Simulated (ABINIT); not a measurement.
# InP (F-43m): one start, several treatments of the self-energy

How much does the gap of InP (F-43m) depend on the approximation to the self-energy?

Program: ABINIT 10.8.3. Level of theory: PBE and many-body steps on it, plane waves. Results are calculated unless marked as measured.

### Step 1. The structure

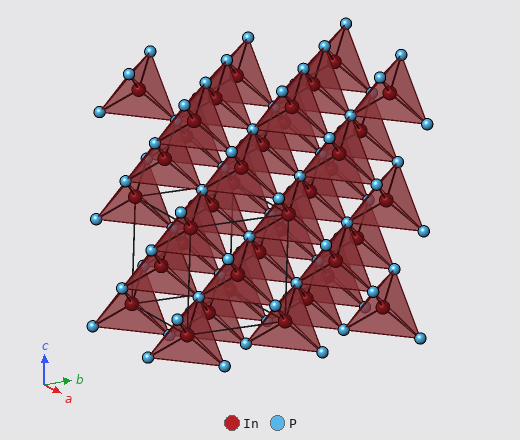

The starting structure, seen slightly off an axis (indium red, phosphorus blue). 1×2×2 cells are drawn. This picture shows the conventional cell, with its axes. Some periodic images of atoms are drawn too.

The cell and positions come from the Crystallography Open Database and are kept as given unless a step says otherwise.

### Step 2. Empty states on the mesh, 4×4×4 mesh, 171 bands

This step: ABINIT 10.8.3; DFT, PBE, plane waves, norm-conserving pseudopotentials.

The sums over transitions need many empty states on a uniform mesh; this step solves for them.

Input file run.abi:

```
acell 3*1.0 Angstrom
rprim 
  -0.000000000000 2.934350000000 2.934350000000
  2.934350000000 -0.000000000000 2.934350000000
  2.934350000000 2.934350000000 -0.000000000000
ntypat 2
znucl 49 15
natom 2
typat 1 2
xred 
  0.000000000000 0.000000000000 0.000000000000
  0.250000000000 0.250000000000 0.250000000000
pp_dirpath "pseudos"
pseudos "In.upf, P.upf"
ecut 33
ngkpt 4 4 4
nshiftk 1
shiftk 0 0 0
kptopt 1
chksymbreak 0
irdden 1
istwfk *1
nband 171
prtvol 0
optdriver 6
gwr_task "HDIAGO"
paral_kgb 0
occopt 1
indata_prefix "in"
outdata_prefix "out"
tmpdata_prefix "tmp"
```

Command:

```
$ OMP_NUM_THREADS=1 mpirun -n 8 abinit run.abi > log
```

The program printed:

```text
.Version 10.8.3 of ABINIT. v10.8.2 released Aug 2026.

 Symmetries : space group F-4 3 m (#216); Bravais cF (face-center cubic)
[... echo of the input left out ...]
== DATASET  1 ==================================================================
-   mpi_nproc: 8, omp_nthreads: 1 (-1 if OMP is not activated)

--- !DatasetInfo
iteration_state: {dtset: 1, }
dimensions: {natom: 2, nkpt: 8, mband: 171, nsppol: 1, nspinor: 1, nspden: 1, mpw: 3119, }
cutoff_energies: {ecut:  33.0, pawecutdg:  -1.0, }
[...]
Direct band gap semiconductor
 Fundamental gap:     0.688 (eV)
   VBM:     4.922 (eV) at k: [ 0.0000E+00,  0.0000E+00,  0.0000E+00]
   CBM:     5.610 (eV) at k: [ 0.0000E+00,  0.0000E+00,  0.0000E+00]
 Direct gap:         0.688 (eV) at k: [ 0.0000E+00,  0.0000E+00,  0.0000E+00]

== END DATASET(S) ==============================================================
================================================================================

 -outvars: echo values of variables after computation  --------
           etotal      0.0000000000E+00
            nband         171
             nkpt           8
          spgroup         216
 [... the other variables as echoed above ...]

 Calculation completed.
```

Wall time 20 s (8 MPI ranks of AMD EPYC 7R43, shared host); peak memory 4.6 GiB.

This step gave:

| Quantity | Value |
| --- | --- |
| gap | 0.6876 eV |
| k of the valence top | 0, 0, 0 |
| k of the conduction bottom | 0, 0, 0 |
| least direct gap | 0.6876 eV |
| k points computed | 8 |
| lowest point of the top converged band, above the valence top | 108.3063 eV |

On this mesh the gap is 0.688 eV.

The density comes from a self-consistent run that is not shown.

### Step 3. Screening, 4×4×4 mesh, 163 bands, screening to 190.5 eV

The RPA dielectric matrix is built and inverted for each q.

This step: RPA screening on PBE, plane waves, norm-conserving pseudopotentials.

run.abi, as its differences from that of step 2:

```diff
@@ -20,10 +20,11 @@
 chksymbreak 0
-irdden 1
 istwfk *1
-nband 171
-prtvol 0
-optdriver 6
-gwr_task "HDIAGO"
-paral_kgb 0
 occopt 1
+irdwfk 1
+optdriver 3
+nband 163
+ecuteps 7
+inclvkb 2
+awtr 1
+symchi 1
 indata_prefix "in"
```

The program printed:

```text
.Version 10.8.3 of ABINIT. v10.8.2 released Aug 2026.

 Symmetries : space group F-4 3 m (#216); Bravais cF (face-center cubic)
[... echo of the input left out ...]
== DATASET  1 ==================================================================
-   mpi_nproc: 8, omp_nthreads: 1 (-1 if OMP is not activated)

--- !DatasetInfo
iteration_state: {dtset: 1, }
dimensions: {natom: 2, nkpt: 8, mband: 163, nsppol: 1, nspinor: 1, nspden: 1, mpw: 3119, }
cutoff_energies: {ecut:  33.0, pawecutdg:  -1.0, }
electrons: {nelect:   2.60000000E+01, charge:   0.00000000E+00, occopt:   1.00000000E+00, tsmear:   1.00000000E-02, }

 SCREENING: Calculation of the susceptibility and dielectric matrices

 Based on a program developped by R.W. Godby, V. Olevano, G. Onida, and L. Reining.
 Incorporated in ABINIT by V. Olevano, G.-M. Rignanese, and M. Torrent.
.Using double precision arithmetic ; gwpc =  8

[... cell and pseudopotentials left out ...]
--------------------------------------------------------------------------------

 ==== K-mesh for the wavefunctions ====
 Number of points in the irreducible wedge :     8
[... list of points left out ...]
 Together with 24 symmetry operations and time-reversal symmetry
 yields    64 points in the full Brillouin Zone.

 ==== Q-mesh for the screening function ====
 Number of points in the irreducible wedge :     8
[... list of points left out ...]
 Together with 24 symmetry operations and time-reversal symmetry
 yields    64 points in the full Brillouin Zone.

 setmesh: FFT mesh size selected  =    30x   30x   30
          total number of points  =        27000

 vcoul_init : cutoff-mode = AUXILIARY_FUNCTION
 q-points for optical limit:   1
     1)      0.000010    0.000020    0.000030

- screening: taking advantage of time-reversal symmetry
- Maximum band index for partially occupied states nbvw = 13
- Remaining bands to be divided among processors   nbcw = 150
- Number of bands treated by each node ~18

 Number of electrons calculated from density =   26.0000; Expected =   26.0000
 average of density, n =  0.076245
 r_s =    1.4630
 omega_plasma =   26.6355 [eV]

 calculating chi0 at frequencies [eV] :
  1    0.000000E+00    0.000000E+00
  2    0.000000E+00    2.663552E+01

--------------------------------------------------------------------------------
  q-point number  1        q = ( 0.000000, 0.000000, 0.000000) [r.l.u.]
--------------------------------------------------------------------------------
[... chi0 elements left out ...]
 For q-point:  0.000010 0.000020 0.000030
  dielectric constant =  47.1978
  dielectric constant without local fields =  49.8103

  Average fulfillment of the sum rule on Im[epsilon] for q-point    1 :     74.02  [%]
[... wings left out ...]
  q-point number  2        q = ( 0.250000, 0.000000, 0.000000) [r.l.u.]
--------------------------------------------------------------------------------
[... chi0 elements left out ...]
  Average fulfillment of the sum rule on Im[epsilon] for q-point    2 :     84.09  [%]

 [... 6 further q-points ...]
```

The job ended after 28 s (8 MPI ranks; peak memory 1.7 GiB).

Numbers from this step:

```
ε∞ with local fields, on this mesh, along the program's q direction : 47.20
the same without local fields                                       : 49.81
plasma frequency                                                    : 26.64 eV
plane waves in the screening matrix                                 : 307
```

Local fields lower ε∞ by 5 %. On a Γ-centred mesh this coarse the value itself is usually too large, while a short band sum pulls it down.

### Step 4. G0W0, Godby-Needs plasmon pole

The self-energy is evaluated for the states that the input lists, and the levels follow from it, in one-shot runs by the linearised quasiparticle equation.

This step: G0W0 on PBE, plane waves, norm-conserving pseudopotentials.

run.abi, as its differences from that of step 3:

```diff
@@ -23,8 +23,15 @@
 irdwfk 1
-optdriver 3
+optdriver 4
 nband 163
+gwcalctyp 0
+ecutsigx 33
+symsigma 1
+nkptgw 1
+kptgw 
+  0.0000000000 0.0000000000 0.0000000000
+bdgw 
+  11 17
 ecuteps 7
-inclvkb 2
-awtr 1
-symchi 1
+irdscr 1
+ppmodel 1
 indata_prefix "in"
```

The program printed:

```text
.Version 10.8.3 of ABINIT. v10.8.2 released Aug 2026.

 Symmetries : space group F-4 3 m (#216); Bravais cF (face-center cubic)
[... echo of the input left out ...]
== DATASET  1 ==================================================================
-   mpi_nproc: 8, omp_nthreads: 1 (-1 if OMP is not activated)

--- !DatasetInfo
iteration_state: {dtset: 1, }
dimensions: {natom: 2, nkpt: 8, mband: 163, nsppol: 1, nspinor: 1, nspden: 1, mpw: 3119, }
cutoff_energies: {ecut:  33.0, pawecutdg:  -1.0, }
electrons: {nelect:   2.60000000E+01, charge:   0.00000000E+00, occopt:   1.00000000E+00, tsmear:   1.00000000E-02, }

 SIGMA: Calculation of the GW corrections

 Based on a program developped by R.W. Godby, V. Olevano, G. Onida, and L. Reining.
 Incorporated in ABINIT by V. Olevano, G.-M. Rignanese, and M. Torrent.
.Using double precision arithmetic ; gwpc =  8

[... cell and pseudopotentials left out ...]
--------------------------------------------------------------------------------

 ==== K-mesh for the wavefunctions ====
 Number of points in the irreducible wedge :     8
[... list of points left out ...]
 Together with 24 symmetry operations and time-reversal symmetry
 yields    64 points in the full Brillouin Zone.

 ==== Q-mesh for screening function ====
 Number of points in the irreducible wedge :     8
[... list of points left out ...]
 Together with 24 symmetry operations and time-reversal symmetry
 yields    64 points in the full Brillouin Zone.

 vcoul_init : cutoff-mode = AUXILIARY_FUNCTION
 q-points for optical limit:   1
     1)      0.000010    0.000020    0.000030
 setmesh: FFT mesh size selected  =    45x   45x   45
          total number of points  =        91125

 Number of electrons calculated from density =   26.0000; Expected =   26.0000
 average of density, n =  0.076245
 r_s =    1.4630
 omega_plasma =   26.6355 [eV]

 === KS Band Gaps ===
  >>>> For spin  1
   Minimum direct gap =   0.6876 [eV], located at k-point      :   0.0000  0.0000  0.0000
   Fundamental gap    =   0.6876 [eV], Top of valence bands at :   0.0000  0.0000  0.0000
                                       Bottom of conduction at :   0.0000  0.0000  0.0000
 SIGMA fundamental parameters:
 PLASMON POLE MODEL  1
 number of plane-waves for SigmaX                 3119
 number of plane-waves for SigmaC and W            307
 number of plane-waves for wavefunctions          3119
 number of bands                                   163
 number of independent spin polarizations            1
 number of spinorial components                      1
 number of k-points in IBZ                           8
 number of q-points in IBZ                           8
 number of symmetry operations                      24
 number of k-points in BZ                           64
 number of q-points in BZ                           64
 number of frequencies for dSigma/dE                 9
 frequency step for dSigma/dE [eV]                0.25
 number of omega for Sigma on real axis              0
 max omega for Sigma on real axis  [eV]           0.00
 zcut for avoiding poles [eV]                     0.10

 EPSILON^-1 parameters (SCR file):
 dimension of the eps^-1 matrix on file            307
 dimension of the eps^-1 matrix used               307
 number of plane-waves for wavefunctions          3119
 number of bands                                   163
 number of q-points in IBZ                           8
 number of frequencies                               2
 number of real frequencies                          1
 number of imag frequencies                          1

 matrix elements of self-energy operator (all in [eV])

 Perturbative Calculation

--- !SelfEnergy_ee
iteration_state: {dtset: 1, }
kpoint     : [   0.000,    0.000,    0.000, ]
spin       : 1
KS_gap     :    0.688
QP_gap     :    1.347
Delta_QP_KS:    0.659
data: !SigmaeeData |
     Band     E0 <VxcDFT>   SigX SigC(E0)      Z dSigC/dE  Sig(E)    E-E0       E
       11   4.922 -12.904 -14.799   1.090   0.776  -0.289 -13.528  -0.624   4.298
       12   4.922 -12.904 -14.799   1.090   0.776  -0.289 -13.528  -0.624   4.298
       13   4.922 -12.904 -14.799   1.090   0.776  -0.289 -13.528  -0.624   4.298
       14   5.610 -11.727  -7.731  -3.952   0.790  -0.265 -11.692   0.035   5.645
       15   9.010 -10.776  -6.305  -4.314   0.794  -0.259 -10.652   0.124   9.134
       16   9.010 -10.776  -6.305  -4.314   0.794  -0.259 -10.652   0.124   9.134
       17   9.010 -10.776  -6.305  -4.314   0.794  -0.259 -10.652   0.124   9.134

== END DATASET(S) ==============================================================
================================================================================

 -outvars: echo values of variables after computation  --------
           etotal      0.0000000000E+00
            nband         163
             nkpt           8
          spgroup         216
 [... the other variables as echoed above ...]

 Calculation completed.
```

It took 9.4 s on 8 MPI ranks; peak memory 1.7 GiB; 72 s of CPU time.

Numbers from this step:

```
G0W0 gap on the points computed              : 1.347 eV
starting gap on the mesh                     : 0.6876 eV
k of the valence top                         : 0, 0, 0
k of the conduction bottom                   : 0, 0, 0
Z at the valence top                         : 0.776
Z at the conduction bottom                   : 0.79
least direct G0W0 gap on the computed points : 1.347 eV
```

The gap on the mesh goes from 0.69 eV to 1.35 eV, a correction of +0.66 eV.

### Step 5. G0W0, Hybertsen-Louie plasmon pole

run.abi, as its differences from that of step 4:

```diff
@@ -35,3 +35,3 @@
 irdscr 1
-ppmodel 1
+ppmodel 2
 indata_prefix "in"
```

The program printed:

```text
.Version 10.8.3 of ABINIT. v10.8.2 released Aug 2026.

 Symmetries : space group F-4 3 m (#216); Bravais cF (face-center cubic)
[... echo of the input left out ...]
== DATASET  1 ==================================================================
-   mpi_nproc: 8, omp_nthreads: 1 (-1 if OMP is not activated)

--- !DatasetInfo
iteration_state: {dtset: 1, }
dimensions: {natom: 2, nkpt: 8, mband: 163, nsppol: 1, nspinor: 1, nspden: 1, mpw: 3119, }
cutoff_energies: {ecut:  33.0, pawecutdg:  -1.0, }
electrons: {nelect:   2.60000000E+01, charge:   0.00000000E+00, occopt:   1.00000000E+00, tsmear:   1.00000000E-02, }

 SIGMA: Calculation of the GW corrections

 Based on a program developped by R.W. Godby, V. Olevano, G. Onida, and L. Reining.
 Incorporated in ABINIT by V. Olevano, G.-M. Rignanese, and M. Torrent.
.Using double precision arithmetic ; gwpc =  8

[... cell and pseudopotentials left out ...]
--------------------------------------------------------------------------------

 ==== K-mesh for the wavefunctions ====
 Number of points in the irreducible wedge :     8
[... list of points left out ...]
 Together with 24 symmetry operations and time-reversal symmetry
 yields    64 points in the full Brillouin Zone.

 ==== Q-mesh for screening function ====
 Number of points in the irreducible wedge :     8
[... list of points left out ...]
 Together with 24 symmetry operations and time-reversal symmetry
 yields    64 points in the full Brillouin Zone.

 vcoul_init : cutoff-mode = AUXILIARY_FUNCTION
 q-points for optical limit:   1
     1)      0.000010    0.000020    0.000030
 setmesh: FFT mesh size selected  =    45x   45x   45
          total number of points  =        91125

 Number of electrons calculated from density =   26.0000; Expected =   26.0000
[...]
number of q-points in BZ                           64
 number of frequencies for dSigma/dE                 9
 frequency step for dSigma/dE [eV]                0.25
 number of omega for Sigma on real axis              0
 max omega for Sigma on real axis  [eV]           0.00
 zcut for avoiding poles [eV]                     0.10

 EPSILON^-1 parameters (SCR file):
 dimension of the eps^-1 matrix on file            307
 dimension of the eps^-1 matrix used               307
 number of plane-waves for wavefunctions          3119
 number of bands                                   163
 number of q-points in IBZ                           8
 number of frequencies                               2
 number of real frequencies                          1
 number of imag frequencies                          1

 matrix elements of self-energy operator (all in [eV])

 Perturbative Calculation

--- !SelfEnergy_ee
iteration_state: {dtset: 1, }
kpoint     : [   0.000,    0.000,    0.000, ]
spin       : 1
KS_gap     :    0.688
QP_gap     :    1.436
Delta_QP_KS:    0.749
data: !SigmaeeData |
     Band     E0 <VxcDFT>   SigX SigC(E0)      Z dSigC/dE  Sig(E)    E-E0       E
       11   4.922 -12.904 -14.799   0.491   0.842  -0.188 -14.086  -1.182   3.740
       12   4.922 -12.904 -14.799   0.491   0.842  -0.188 -14.086  -1.182   3.740
       13   4.922 -12.904 -14.799   0.491   0.842  -0.188 -14.086  -1.182   3.740
       14   5.610 -11.727  -7.731  -4.506   0.849  -0.178 -12.160  -0.433   5.177
       15   9.010 -10.776  -6.305  -4.745   0.851  -0.175 -11.009  -0.233   8.777
       16   9.010 -10.776  -6.305  -4.745   0.851  -0.175 -11.009  -0.233   8.777
       17   9.010 -10.776  -6.305  -4.745   0.851  -0.175 -11.009  -0.233   8.777

== END DATASET(S) ==============================================================
================================================================================

 -outvars: echo values of variables after computation  --------
           etotal      0.0000000000E+00
            nband         163
             nkpt           8
          spgroup         216
 [... the other variables as echoed above ...]

 Calculation completed.
```

Run time: 11 s. Hardware: 8 MPI ranks; peak memory 1.5 GiB.

Numbers from this step:

```yaml
g0w0_gap_on_the_points_computed: 1.437 eV
starting_gap_on_the_mesh: 0.6876 eV
k_of_the_valence_top: 0, 0, 0
k_of_the_conduction_bottom: 0, 0, 0
z_at_the_valence_top: 0.842
z_at_the_conduction_bottom: 0.849
least_direct_g0w0_gap_on_the_computed_points: 1.437 eV
```

Against G0W0 in ABINIT (4×4×4 mesh, 163 bands, screening to 190.5 eV, Godby-Needs plasmon pole), the gap moves by +0.090 eV.

### Step 6. G0W0, von der Linden-Horsch plasmon pole

run.abi, as its differences from that of step 5:

```diff
@@ -35,3 +35,3 @@
 irdscr 1
-ppmodel 2
+ppmodel 3
 indata_prefix "in"
```

The program printed:

```text
.Version 10.8.3 of ABINIT. v10.8.2 released Aug 2026.

 Symmetries : space group F-4 3 m (#216); Bravais cF (face-center cubic)
[... echo of the input left out ...]
== DATASET  1 ==================================================================
-   mpi_nproc: 8, omp_nthreads: 1 (-1 if OMP is not activated)

--- !DatasetInfo
iteration_state: {dtset: 1, }
dimensions: {natom: 2, nkpt: 8, mband: 163, nsppol: 1, nspinor: 1, nspden: 1, mpw: 3119, }
cutoff_energies: {ecut:  33.0, pawecutdg:  -1.0, }
[...]
15   9.010 -10.776  -6.305  -4.852   0.860  -0.163 -11.104  -0.328   8.682
       16   9.010 -10.776  -6.305  -4.852   0.860  -0.163 -11.104  -0.328   8.682
       17   9.010 -10.776  -6.305  -4.852   0.860  -0.163 -11.104  -0.328   8.682

== END DATASET(S) ==============================================================
================================================================================

 -outvars: echo values of variables after computation  --------
           etotal      0.0000000000E+00
            nband         163
             nkpt           8
          spgroup         216
 [... the other variables as echoed above ...]

 Calculation completed.
```

The job ended after 6.7 s (8 MPI ranks; peak memory 1.4 GiB; 50 s of CPU time).

Numbers from this step:

| Property | Result |
| --- | --- |
| G0W0 gap on the points computed | 1.354 eV |
| starting gap on the mesh | 0.6876 eV |
| k of the valence top | 0, 0, 0 |
| k of the conduction bottom | 0, 0, 0 |
| least direct G0W0 gap on the computed points | 1.354 eV |

Against G0W0 in ABINIT (4×4×4 mesh, 163 bands, screening to 190.5 eV, Godby-Needs plasmon pole), the gap moves by +0.007 eV.

[end of part 1 of 2]

[Paths, hosts, dates, memory and timing lines, banners, echoed tables and standing remarks are left out of the program output.]

[Logs are printed without paths, hosts, clocks, repeated set-up lines and the standing remarks that a program may print on its own settings, such as how far it seeks lower states.]

[Runs of the session that timed out or met a known fault of the program may be left out.]

[Hosts, paths, dates, database ids (printed as entryN), source tags and the programs' standing remarks are cut or masked in the printed files.]

[G0W0 gaps are taken among the corrected bands and points alone; a level outside them can change the order at an edge.]

[Where Ansatz stands beside ABINIT at settings called matched, ABINIT's density can come from a denser mesh and the files from another edition; pairs whose starting gaps differed by over 0.03 eV were left out, so agreement reads better than it is.]
